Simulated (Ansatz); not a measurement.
# B3LYP/cc-pVDZ run of BSiN2H5 (SMILES N[SiH]1BN1)

Aim: the electronic atomisation energy of BSiN2H5 at B3LYP/cc-pVDZ, from 5 runs. 

Program for the calculation: Ansatz 0.2.0.

61 further runs of the same task are left out: 61 set aside as unsound or not needed.

## 1. Starting point

The species is BSiN2H5 (9 atoms), meant as a singlet with charge 0. As SMILES, `N[SiH]1BN1`. The shape is that of a PBE0-D4/def2-TZVP optimisation. This is one conformer, not always the lowest.

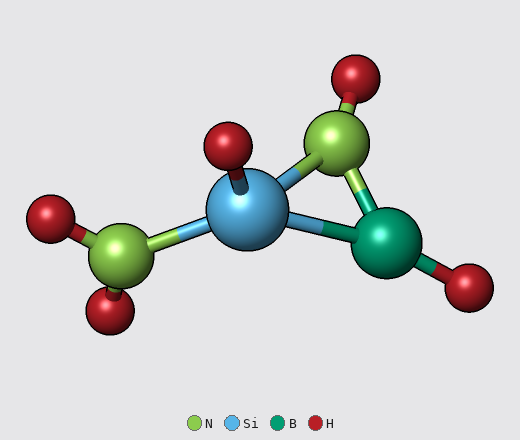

Viewed from a chosen angle; nitrogen green, silicon blue, boron teal, hydrogen red.

## 2. A single-point energy at B3LYP/cc-pVDZ

Input file input.yaml:

```yaml
crystal:
  periodic: [false, false, false]
  atoms:
    - {symbol: N, position_ang: [-0.637800, 1.588100, 0.218200]}
    - {symbol: Si, position_ang: [0.258900, 0.175500, 0.530500]}
    - {symbol: B, position_ang: [-0.233900, -1.625800, 0.110200]}
    - {symbol: N, position_ang: [0.650500, -0.971600, -0.738400]}
    - {symbol: H, position_ang: [-0.221300, 2.503300, 0.212900]}
    - {symbol: H, position_ang: [-1.561800, 1.577300, -0.177300]}
    - {symbol: H, position_ang: [1.441200, 0.620900, 1.305200]}
    - {symbol: H, position_ang: [-0.741300, -2.702400, 0.114400]}
    - {symbol: H, position_ang: [1.134000, -1.211600, -1.592900]}
basis:
  gaussian: {orbitals: cc-pVDZ}
hamiltonian: {xc: {name: B3LYP}}
accuracy: high
output: {orbitals: {seedname: orbitals}}
```

Run with:

```sh
$ ansatz run input.yaml --threads 1 --pin off --max-ram 3480MiB --events-out events.jsonl --progress --plain --runs-dir runs
```

Output:

```text
Warning: RAYON_NUM_THREADS=1 ignored (pool sized by the plan → 1); use --threads N
Functional definition: B3LYP
  name "B3LYP"
  parameter a0 = 0.2
  parameter ax = 0.72
  parameter ac = 0.81
  exchange = (1 - a0 - ax)*slater_x + ax*b88_x + a0*exact_x
  correlation = (1 - ac)*vwn_rpa_c + ac*lyp_c
1994 factors; integrals over basis functions are off by at most 3.8e-9 eV
mean field evaluation 1: about -11605.5018 eV, gradient 7.3e1 eV
mean field evaluation 2: about -11588.7142 eV, gradient 1.1e2 eV
mean field evaluation 4: about -11616.2026 eV, gradient 7.6e0 eV
mean field evaluation 8: about -11616.4878 eV, gradient 7.5e-1 eV
mean field evaluation 16: about -11616.4897 eV, gradient 8.1e-5 eV
mean field -11616.48965441 eV, -426.8981208601 hartree, gradient 2.0e-8 eV, S^2 0.000000; 0 other end points of the search recorded, 0 dependent functions left out
reference -11616.48969468 eV, -426.8981223400 hartree; 19, 19 occupied and 66, 66 virtual orbitals, 1994 factors
Total energy: -11616.48969468 eV, -426.8981223400 hartree
```

Run time: 7.5 s. Hardware: 1 thread of Arm Neoverse V1, shared host; peak memory 0.28 GiB.

## 3. The B atom, same level

Input file in.yaml:

```yaml
crystal:
  periodic: [false, false, false]
  atoms:
    - {symbol: B, position_ang: [0.000000, 0.000000, 0.000000]}
basis:
  gaussian:
    orbitals: cc-pVDZ
accuracy: high
hamiltonian:
  xc: {name: B3LYP}
total_charge: 0
magnetization:
  spin_polarized: true
  initial_magnetization: 1
```

Run with:

```sh
$ ansatz run in.yaml --threads 1 --pin off --max-ram 3480MiB --events-out events.jsonl --progress --plain --runs-dir runs
```

Output (excerpt; [...] marks lines left out):

```text
Warning: RAYON_NUM_THREADS=1 ignored (pool sized by the plan → 1); use --threads N
[... 7 set-up lines as earlier in the session ...]
96 factors; integrals over basis functions are off by at most 1.0e-9 eV
mean field evaluation 1: about -671.0002 eV, gradient 2.2e0 eV
mean field evaluation 2: about -671.0517 eV, gradient 4.3e-1 eV
mean field evaluation 4: about -671.0538 eV, gradient 4.5e-1 eV
mean field evaluation 8: about -671.0565 eV, gradient 1.4e-4 eV
mean field -671.05649635 eV, -24.6608713825 hartree, gradient 7.0e-8 eV, S^2 0.752702; 0 other end points of the search recorded, 0 dependent functions left out
reference -671.05651962 eV, -24.6608722376 hartree; 3, 2 occupied and 11, 12 virtual orbitals, 96 factors
Total energy: -671.05651962 eV, -24.6608722376 hartree
```

It took 0.36 s on 1 thread of Arm Neoverse V1, shared host.

## 4. The H atom at the same level

Input file job.yaml:

```yaml
crystal:
  periodic: [false, false, false]
  atoms:
    - {symbol: H, position_ang: [0.000000, 0.000000, 0.000000]}
basis:
  gaussian:
    orbitals: cc-pVDZ
magnetization:
  spin_polarized: true
  initial_magnetization: 1
hamiltonian:
  xc: {name: B3LYP}
accuracy: high
```

Run the same way, it converges to -0.50126 Eh (log not shown).

## 5. The N atom at the same level

Input file input.yaml:

```yaml
crystal:
  periodic: [false, false, false]
  atoms:
    - symbol: "N"
      position_ang: [0.000000, 0.000000, 0.000000]
basis:
  gaussian:
    orbitals: cc-pVDZ
magnetization:
  spin_polarized: true
  initial_magnetization: 3
hamiltonian:
  xc: {name: B3LYP}
accuracy: high
```

Run the same way, it converges to -54.58914 Eh (log not shown).

## 6. The Si atom

Input file in.yaml:

```yaml
crystal:
  periodic: [false, false, false]
  atoms:
    - {symbol: Si, position_ang: [0.000000, 0.000000, 0.000000]}
basis:
  gaussian: {orbitals: cc-pVDZ}
magnetization: {spin_polarized: true, initial_magnetization: 2}
hamiltonian: {xc: {name: B3LYP}}
accuracy: high
```

Run the same way, it converges to -289.38865 Eh (log not shown).

## 7. Results

At B3LYP/cc-pVDZ:

| quantity | value |
| --- | --- |
| molecule: total energy | -426.89812 Eh |
| molecule: HOMO energy | -6.18 eV |
| molecule: LUMO energy | 0.00 eV |
| molecule: HOMO–LUMO gap | 6.18 eV |
| B atom: total energy | -24.66087 Eh |
| B atom: ⟨S²⟩ | 0.753 |
| H atom: total energy | -0.50126 Eh |
| H atom: ⟨S²⟩ | 0.750 |
| N atom: total energy | -54.58914 Eh |
| N atom: ⟨S²⟩ | 3.752 |
| Si atom: total energy | -289.38865 Eh |
| Si atom: ⟨S²⟩ | 2.003 |
| electronic atomisation energy | 31.675 eV |

What this shows: Taking the molecule apart into free atoms costs 31.68 eV (730 kcal/mol), before zero-point energy and without spin-orbit coupling.
